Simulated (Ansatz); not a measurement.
**GaPHS (doublet): correlated methods under varied settings at a displaced geometry (v2)**

What do other methods and options give for GaPHS (doublet) at this geometry, and how long do they take?

Method: the settings change from run to run; program: Ansatz 0.2.0, Gaussian basis.

30 further runs of the same task are left out: 3 for a known fault of the program, 10 that didn't finish, 17 set aside as unsound or not needed.

## 1. What is computed

The geometry is a PBE0/def2-TZVP stationary point (not a proven minimum) with its atoms shifted at random (size 0.100 Å). No spin-orbit coupling is included. The filled d shell of Ga may be among the frozen orbitals whatever the setting's name suggests; the logs give the count.

4 atoms, charge 0, spin multiplicity 2.

Atoms are counted from 1 here; the program's logs count them from 0.

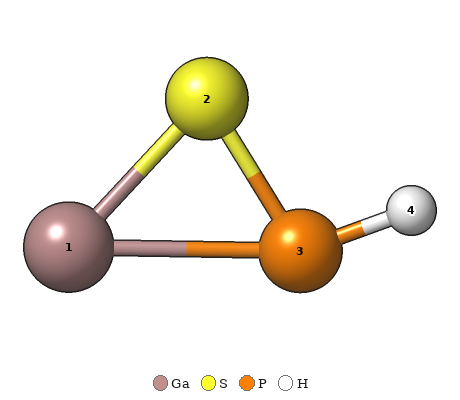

The geometry (gallium pink, sulfur yellow, phosphorus orange, hydrogen white); atoms are numbered from 1 in the order of the file.

As a file:

```xyz
4

Ga    0.0600   -0.1313    1.1171
S    -0.1049    1.1447   -0.8889
P    -0.0283   -0.8662   -1.5004
H     0.0548   -0.7160   -2.8877
```

## 2. CCSD(T)/6-31G*

File in.yaml:

```yaml
crystal:
  periodic: [false, false, false]
  atoms:
    - {symbol: Ga, position_ang: [0.059994, -0.131287, 1.117054]}
    - {symbol: S, position_ang: [-0.104880, 1.144664, -0.888885]}
    - {symbol: P, position_ang: [-0.028259, -0.866159, -1.500354]}
    - {symbol: H, position_ang: [0.054849, -0.716030, -2.887747]}
basis:
  gaussian: {orbitals: "6-31G*"}
magnetization: {spin_polarized: false, initial_magnetization: 1}
hamiltonian: {xc: {name: B3LYP}}
correlation: {method: ccsd_t, electrons: outside_noble_gas}
```

Command:

```console
$ ansatz run in.yaml --threads 1 --pin off --events-out ev --progress --plain --max-ram 2393MiB
```

What it wrote, shortened:

```text
Functional definition: B3LYP
  name "B3LYP"
  cite "Stephens, Devlin, Chabalowski & Frisch, J. Phys. Chem. 98, 11623 (1994) doi:10.1021/j100096a001"
  cite "Becke, Phys. Rev. A 38, 3098 (1988) doi:10.1103/PhysRevA.38.3098"
  cite "Lee, Yang & Parr, Phys. Rev. B 37, 785 (1988) doi:10.1103/PhysRevB.37.785"
  cite "Vosko, Wilk & Nusair, Can. J. Phys. 58, 1200 (1980) doi:10.1139/p80-159"
[...]
674 factors; integrals over basis functions are off by at most 8.8e-4 eV
[...]
mean field -72512.67639795 eV, -2664.7917067674 hartree, gradient 2.5e-6 eV, S^2 0.750000; 0 other end points of the search recorded, 0 dependent functions left out
[...]
24 core orbitals not correlated: weight in the atoms' cores, before any rotation towards them, 0.996 or more for the frozen orbitals, at most 0.003 for the correlated occupied ones
reference -72430.39776764 eV, -2661.7680228740 hartree; 8, 7 occupied and 43, 44 virtual orbitals, 674 factors
second order -7.54444487 eV of doubles, -0.36914767 eV of singles
cycle   1  -8.19359746 eV  change   -2.9e-1 eV  update   9.8e-2
[...]
cycle  11  -8.56825852 eV  change   -4.6e-6 eV  update   9.2e-6
perturbative correction -0.37346687 eV, -0.0137246542 hartree
Total energy: -72439.33949303 eV, -2662.0966252209 hartree
```

Run time: 9 s. Hardware: 1 thread of Arm Neoverse V2, shared host.

From the report: correlation -8.9417 eV; T1 0.019; largest double amplitude 0.05. The orbitals are Kohn-Sham ones, so correlation energy and T1 don't compare with those on Hartree-Fock orbitals.

## 3. MP2 on UHF/cc-pVDZ

File in.yaml:

```yaml
crystal:
  periodic: [false, false, false]
  atoms:
    - {symbol: Ga, position_ang: [0.059994, -0.131287, 1.117054]}
    - {symbol: S, position_ang: [-0.104880, 1.144664, -0.888885]}
    - {symbol: P, position_ang: [-0.028259, -0.866159, -1.500354]}
    - {symbol: H, position_ang: [0.054849, -0.716030, -2.887747]}
basis:
  gaussian: {orbitals: cc-pVDZ}
magnetization: {spin_polarized: true, initial_magnetization: 1}
correlation: {method: mp2, electrons: outside_noble_gas}
accuracy: high
output: {forces: true}
```

The command is unchanged.

What it wrote, shortened:

```text
Functional definition: HF
  name "HF"
  cite "Fock, Z. Phys. 61, 126 (1930) doi:10.1007/BF01340294"
  parent pbe
[...]
1465 factors; integrals over basis functions are off by at most 4.4e-9 eV
[...]
mean field -72439.25944712 eV, -2662.0936835882 hartree, gradient 3.0e-8 eV, S^2 0.772446; 4 other end points of the search recorded, 0 dependent functions left out
24 core orbitals not correlated: weight in the atoms' cores, before any rotation towards them, 0.996 or more for the frozen orbitals, at most 0.003 for the correlated occupied ones
reference -72439.25944712 eV, -2662.0936835882 hartree; 8, 7 occupied and 36, 37 virtual orbitals, 1465 factors
second order -7.58828733 eV of doubles, -0.00000000 eV of singles
[...]
Total energy: -72446.84773445 eV, -2662.3725480039 hartree
Atom 0 at     0.059994    -0.131287     1.117054 Å, force     0.036505    -0.008032     0.354955 eV/Å
Atom 1 at    -0.104880     1.144664    -0.888885 Å, force    -0.012720     0.101088    -0.225204 eV/Å
Atom 2 at    -0.028259    -0.866159    -1.500354 Å, force    -0.088056    -0.325916     0.471618 eV/Å
Atom 3 at     0.054849    -0.716030    -2.887747 Å, force     0.064271     0.232861    -0.601369 eV/Å
Dipole moment:     0.030685    -0.091805     0.182520 e Å
```

Wall time 13 s (1 thread of Arm Neoverse V2, shared host); peak memory 0.27 GiB.

From the report: ⟨S²⟩ of the determinant 0.772 (pure doublet: 0.75).

## 4. BCCD on ROHF/cc-pVDZ

Changes to in.yaml since step 3:

```diff
@@ -9,5 +9,3 @@
   gaussian: {orbitals: cc-pVDZ}
-magnetization: {spin_polarized: true, initial_magnetization: 1}
-correlation: {method: mp2, electrons: outside_noble_gas}
-accuracy: high
-output: {forces: true}
+magnetization: {spin_polarized: false, initial_magnetization: 1}
+correlation: {method: bccd, electrons: outside_noble_gas}
```

Launched as before.

What it wrote, shortened:

```text
Functional definition: HF
  name "HF"
  cite "Fock, Z. Phys. 61, 126 (1930) doi:10.1007/BF01340294"
  parent pbe
[...]
753 factors; integrals over basis functions are off by at most 1.1e-3 eV
[...]
mean field -72439.11643880 eV, -2662.0884281292 hartree, gradient 8.6e-6 eV, S^2 0.750000; 1 other end points of the search recorded, 0 dependent functions left out
[...]
determinant -72439.11643880 eV, -2662.0884281292 hartree, with singles and doubles -72447.88578253 eV, -2662.4106955673 hartree
determinant -72435.72640892 eV, -2661.9638468290 hartree, with singles and doubles -72444.98192434 eV, -2662.3039807472 hartree
24 core orbitals not correlated: weight in the atoms' cores, before any rotation towards them, 0.996 or more for the frozen orbitals, at most 0.003 for the correlated occupied ones
reference -72439.11643880 eV, -2662.0884281292 hartree; 8, 7 occupied and 36, 37 virtual orbitals, 753 factors
second order -7.67685790 eV of doubles, -0.07880900 eV of singles
cycle   1  -8.75405557 eV  change    1.5e-2 eV  update   1.4e-2
[...]
cycle  10  -8.75381965 eV  change    1.6e-6 eV  update   7.6e-6
Total energy: -72447.87025845 eV, -2662.4101250677 hartree
```

Wall time 9.5 s (1 thread of Arm Neoverse V2, shared host).

From the report: correlation -8.7538 eV; largest double amplitude 0.05.

## 5. HF/6-31G

Changes to in.yaml since step 4:

```diff
@@ -8,4 +8,5 @@
 basis:
-  gaussian: {orbitals: cc-pVDZ}
-magnetization: {spin_polarized: false, initial_magnetization: 1}
-correlation: {method: bccd, electrons: outside_noble_gas}
+  gaussian: {orbitals: 6-31G}
+magnetization: {spin_polarized: true, initial_magnetization: 1}
+hamiltonian: {xc: hf}
+output: {forces: true, orbitals: {seedname: orbitals}}
```

Same command.

What it wrote, shortened:

```text
Functional definition: HF
  name "HF"
  cite "Fock, Z. Phys. 61, 126 (1930) doi:10.1007/BF01340294"
  parent pbe
[...]
569 factors; integrals over basis functions are off by at most 2.4e-4 eV
[...]
mean field -72428.08402967 eV, -2661.6829945719 hartree, gradient 6.0e-5 eV, S^2 0.764081; 0 other end points of the search recorded, 0 dependent functions left out
[...]
reference -72428.08402967 eV, -2661.6829945719 hartree; 32, 31 occupied and 25, 26 virtual orbitals, 569 factors
Total energy: -72428.08402967 eV, -2661.6829945719 hartree
Atom 0 at     0.059994    -0.131287     1.117054 Å, force     0.078461    -0.078443     1.601519 eV/Å
Atom 1 at    -0.104880     1.144664    -0.888885 Å, force    -0.121654     2.222176     0.073758 eV/Å
Atom 2 at    -0.028259    -0.866159    -1.500354 Å, force     0.015268    -2.076513    -1.152438 eV/Å
Atom 3 at     0.054849    -0.716030    -2.887747 Å, force     0.027925    -0.067220    -0.522839 eV/Å
Dipole moment:     0.053892    -0.324912     0.279374 e Å
```

Wall time 2.6 s (1 thread of Arm Neoverse V2, shared host).

From the report: ⟨S²⟩ of the determinant 0.764 (pure doublet: 0.75).

## 6. CCSD on ROHF/6-31G

Changes to in.yaml since step 5:

```diff
@@ -9,4 +9,4 @@
   gaussian: {orbitals: 6-31G}
-magnetization: {spin_polarized: true, initial_magnetization: 1}
-hamiltonian: {xc: hf}
-output: {forces: true, orbitals: {seedname: orbitals}}
+magnetization: {spin_polarized: false, initial_magnetization: 1}
+hamiltonian: {pseudopotentials: {relativity: none}}
+correlation: {method: ccsd, electrons: outside_noble_gas}
```

Launched as before.

What it wrote, shortened:

```text
Functional definition: HF
  name "HF"
  cite "Fock, Z. Phys. 61, 126 (1930) doi:10.1007/BF01340294"
  parent pbe
[...]
569 factors; integrals over basis functions are off by at most 2.4e-4 eV
[...]
mean field -72428.01604381 eV, -2661.6804961375 hartree, gradient 9.4e-7 eV, S^2 0.750000; 0 other end points of the search recorded, 0 dependent functions left out
[...]
24 core orbitals not correlated: weight in the atoms' cores, before any rotation towards them, 0.991 or more for the frozen orbitals, at most 0.009 for the correlated occupied ones
reference -72428.01604381 eV, -2661.6804961375 hartree; 8, 7 occupied and 25, 26 virtual orbitals, 569 factors
second order -3.52568064 eV of doubles, -0.03754979 eV of singles
cycle   1  -4.01380796 eV  change   -4.5e-1 eV  update   9.9e-2
[...]
cycle  11  -4.35861875 eV  change   -7.9e-6 eV  update   1.7e-5
Total energy: -72432.37466256 eV, -2661.8406724221 hartree
```

It took 4.4 s on 1 thread of Arm Neoverse V2, shared host.

From the report: correlation -4.3586 eV; T1 0.030; largest double amplitude 0.05.

## 7. MP2 on UHF/6-31G*

File in.yaml:

```yaml
crystal:
  periodic: [false, false, false]
  atoms:
    - {symbol: Ga, position_ang: [0.059994, -0.131287, 1.117054]}
    - {symbol: S, position_ang: [-0.104880, 1.144664, -0.888885]}
    - {symbol: P, position_ang: [-0.028259, -0.866159, -1.500354]}
    - {symbol: H, position_ang: [0.054849, -0.716030, -2.887747]}
basis:
  gaussian: {orbitals: "6-31G*"}
magnetization: {spin_polarized: true, initial_magnetization: 1}
correlation: {method: mp2, electrons: outside_noble_gas}
output: {forces: true}
```

Same command.

What it wrote, shortened:

```text
Functional definition: HF
  name "HF"
  cite "Fock, Z. Phys. 61, 126 (1930) doi:10.1007/BF01340294"
  parent pbe
[...]
674 factors; integrals over basis functions are off by at most 8.8e-4 eV
[...]
mean field -72431.35917270 eV, -2661.8033538582 hartree, gradient 2.9e-6 eV, S^2 0.770618; 4 other end points of the search recorded, 0 dependent functions left out
24 core orbitals not correlated: weight in the atoms' cores, before any rotation towards them, 0.996 or more for the frozen orbitals, at most 0.004 for the correlated occupied ones
reference -72431.35917270 eV, -2661.8033538582 hartree; 8, 7 occupied and 43, 44 virtual orbitals, 674 factors
second order -7.00171921 eV of doubles, -0.00000000 eV of singles
[...]
Total energy: -72438.36089191 eV, -2662.0606622930 hartree
Atom 0 at     0.059994    -0.131287     1.117054 Å, force     0.022176     0.129910     0.151280 eV/Å
Atom 1 at    -0.104880     1.144664    -0.888885 Å, force     0.016124    -0.376229    -0.111858 eV/Å
Atom 2 at    -0.028259    -0.866159    -1.500354 Å, force    -0.096938     0.039003     0.386204 eV/Å
Atom 3 at     0.054849    -0.716030    -2.887747 Å, force     0.058639     0.207316    -0.425626 eV/Å
Dipole moment:     0.032658    -0.106094     0.153358 e Å
```

Run time: 6 s. Hardware: 1 thread of Arm Neoverse V2, shared host.

From the report: ⟨S²⟩ of the determinant 0.771 (pure doublet: 0.75).

## 8. CCSD(T)/cc-pVDZ

Changes to in.yaml since step 7:

```diff
@@ -8,5 +8,6 @@
 basis:
-  gaussian: {orbitals: "6-31G*"}
+  gaussian: {orbitals: cc-pVDZ}
 magnetization: {spin_polarized: true, initial_magnetization: 1}
-correlation: {method: mp2, electrons: outside_noble_gas}
+hamiltonian: {xc: {name: PBE0}}
+correlation: {method: ccsd_t, electrons: outside_noble_gas, diis_vectors: 12}
 output: {forces: true}
```

Launched as before.

What it wrote, shortened:

```text
Functional definition: PBE0
  name "PBE0"
  cite "Adamo & Barone, J. Chem. Phys. 110, 6158 (1999) doi:10.1063/1.478522"
  cite "Perdew, Burke & Ernzerhof, Phys. Rev. Lett. 77, 3865 (1996) doi:10.1103/PhysRevLett.77.3865"
  parent pbe
[...]
753 factors; integrals over basis functions are off by at most 1.1e-3 eV
[...]
mean field -72503.85083775 eV, -2664.4673734123 hartree, gradient 7.2e-6 eV, S^2 0.757321; 0 other end points of the search recorded, 0 dependent functions left out
24 core orbitals not correlated: weight in the atoms' cores, before any rotation towards them, 0.996 or more for the frozen orbitals, at most 0.003 for the correlated occupied ones
reference -72438.67028861 eV, -2662.0720324122 hartree; 8, 7 occupied and 36, 37 virtual orbitals, 753 factors
second order -8.04778570 eV of doubles, -0.24471813 eV of singles
cycle   1  -8.58949856 eV  change   -3.1e-1 eV  update   9.5e-2
[...]
cycle  14  -8.95418299 eV  change   -3.0e-7 eV  update   8.4e-7
perturbative correction -0.37502568 eV, -0.0137819394 hartree
[...]
Total energy: -72447.99949728 eV, -2662.4148745072 hartree
Atom 0 at     0.059994    -0.131287     1.117054 Å, force     0.046098    -0.026012     0.484984 eV/Å
Atom 1 at    -0.104880     1.144664    -0.888885 Å, force    -0.032270     0.475308    -0.170948 eV/Å
Atom 2 at    -0.028259    -0.866159    -1.500354 Å, force    -0.090100    -0.679741     0.417487 eV/Å
Atom 3 at     0.054849    -0.716030    -2.887747 Å, force     0.076272     0.230445    -0.731524 eV/Å
Dipole moment:     0.029124    -0.086941     0.179847 e Å
```

It took 20 s on 1 thread of Arm Neoverse V2, shared host; peak memory 0.25 GiB.

From the report: ⟨S²⟩ of the determinant 0.757 (pure doublet: 0.75); correlation -9.3292 eV; T1 0.013; largest double amplitude 0.05. The orbitals are Kohn-Sham ones, so correlation energy and T1 don't compare with those on Hartree-Fock orbitals.

## 9. CISD/cc-pVDZ

File in.yaml:

```yaml
crystal:
  periodic: [false, false, false]
  atoms:
    - {symbol: Ga, position_ang: [0.059994, -0.131287, 1.117054]}
    - {symbol: S, position_ang: [-0.104880, 1.144664, -0.888885]}
    - {symbol: P, position_ang: [-0.028259, -0.866159, -1.500354]}
    - {symbol: H, position_ang: [0.054849, -0.716030, -2.887747]}
basis:
  gaussian: {orbitals: cc-pVDZ}
magnetization: {spin_polarized: false, initial_magnetization: 1}
correlation: {active_space: {ras: {orbitals: [7, 1, 36], electrons: 15, max_holes: 2, max_particles: 2}, fixed_orbitals: true}}
scf: {lower_state_search: full}
```

Launched as before.

What it wrote:

```text
Functional definition: HF
  name "HF"
  cite "Fock, Z. Phys. 61, 126 (1930) doi:10.1007/BF01340294"
  parent pbe
  exchange = exact_x
  correlation = 0
753 factors; integrals over basis functions are off by at most 1.1e-3 eV
mean field evaluation 1: about -72438.1857 eV, gradient 1.3e1 eV
mean field evaluation 2: about -72438.2135 eV, gradient 1.3e1 eV
mean field evaluation 4: about -72439.0570 eV, gradient 2.7e0 eV
mean field evaluation 8: about -72439.1136 eV, gradient 4.1e-1 eV
mean field evaluation 16: about -72379.5864 eV, gradient 1.8e2 eV
mean field evaluation 32: about -72420.1010 eV, gradient 4.5e1 eV
mean field evaluation 64: about -72431.3338 eV, gradient 2.0e1 eV
mean field evaluation 96: about -72433.1052 eV, gradient 1.5e1 eV
mean field -72439.11643880 eV, -2662.0884281292 hartree, gradient 8.6e-6 eV, S^2 0.750000; 6 other end points of the search recorded, 0 dependent functions left out
reference -72439.11643880 eV, -2662.0884281292 hartree; 32, 31 occupied and 36, 37 virtual orbitals, 753 factors
state -72446.80549770 eV, -2662.3709958320 hartree
Total energy: -72446.80549770 eV, -2662.3709958320 hartree
```

Run time: 14 s. Hardware: 1 thread of Arm Neoverse V2, shared host.

From the report: 164,852 determinants.

## 10. HF/cc-pVDZ

Changes to in.yaml since step 9:

```diff
@@ -10,3 +10,3 @@
 magnetization: {spin_polarized: false, initial_magnetization: 1}
-correlation: {active_space: {ras: {orbitals: [7, 1, 36], electrons: 15, max_holes: 2, max_particles: 2}, fixed_orbitals: true}}
-scf: {lower_state_search: full}
+hamiltonian: {xc: hf}
+output: {orbitals: {seedname: orbitals}}
```

The command is unchanged.

What it wrote:

```text
Functional definition: HF
  name "HF"
  cite "Fock, Z. Phys. 61, 126 (1930) doi:10.1007/BF01340294"
  parent pbe
  exchange = exact_x
  correlation = 0
753 factors; integrals over basis functions are off by at most 1.1e-3 eV
mean field evaluation 1: about -72438.1857 eV, gradient 1.3e1 eV
mean field evaluation 2: about -72438.2135 eV, gradient 1.3e1 eV
mean field evaluation 4: about -72439.0570 eV, gradient 2.7e0 eV
mean field evaluation 8: about -72439.1136 eV, gradient 4.1e-1 eV
mean field evaluation 16: about -72379.5864 eV, gradient 1.8e2 eV
mean field -72439.11643880 eV, -2662.0884281292 hartree, gradient 1.8e-5 eV, S^2 0.750000; 0 other end points of the search recorded, 0 dependent functions left out
reference -72439.11643880 eV, -2662.0884281292 hartree; 32, 31 occupied and 36, 37 virtual orbitals, 753 factors
Total energy: -72439.11643880 eV, -2662.0884281292 hartree
```

It took 1.5 s on 1 thread of Arm Neoverse V2, shared host.

## 11. All runs side by side

Where basis and cores are those of an earlier UCCSDT(Q)/cc-pVDZ run (-72448.2944 eV), and the state is the same kind, the miss against it is given.

```
                             level         correlated  functions  energy (eV)  from UCCSDT(Q) (meV)   time
CCSD(T)/6-31G* (on B3LYP orbitals)  outside noble gas         75  -72439.3395                          9 s
                MP2 on UHF/cc-pVDZ  outside noble gas         68  -72446.8477                1446.6   13 s
              BCCD on ROHF/cc-pVDZ  outside noble gas         68  -72447.8703                 424.1  9.5 s
                          HF/6-31G                            57  -72428.0840                        2.6 s
                CCSD on ROHF/6-31G  outside noble gas         57  -72432.3747                        4.4 s
                 MP2 on UHF/6-31G*  outside noble gas         75  -72438.3609                          6 s
CCSD(T)/cc-pVDZ (on PBE0 orbitals)  outside noble gas         68  -72447.9995                 294.9   20 s
                      CISD/cc-pVDZ  outside noble gas         68  -72446.8055                1488.9   14 s
                        HF/cc-pVDZ                            68  -72439.1164                9177.9  1.5 s
```

## 12. Outcome

```
quantity                                     value
    runs                                         9
quickest                         HF/cc-pVDZ, 1.5 s
 slowest  CCSD(T)/cc-pVDZ (on PBE0 orbitals), 20 s
```

What this shows: Total energies in different bases, with other cores or another treatment of relativity can't be set against each other. CCSD(T)/cc-pVDZ (on PBE0 orbitals) took 13 times as long as HF/cc-pVDZ; the jobs differ in more than the method. Among the correlated runs with a miss given, it spans +295 to +1489 meV. Hartree-Fock, CASSCF and CASCI lack dynamic correlation by design. Cores frozen from Kohn-Sham orbitals shift the total energy.
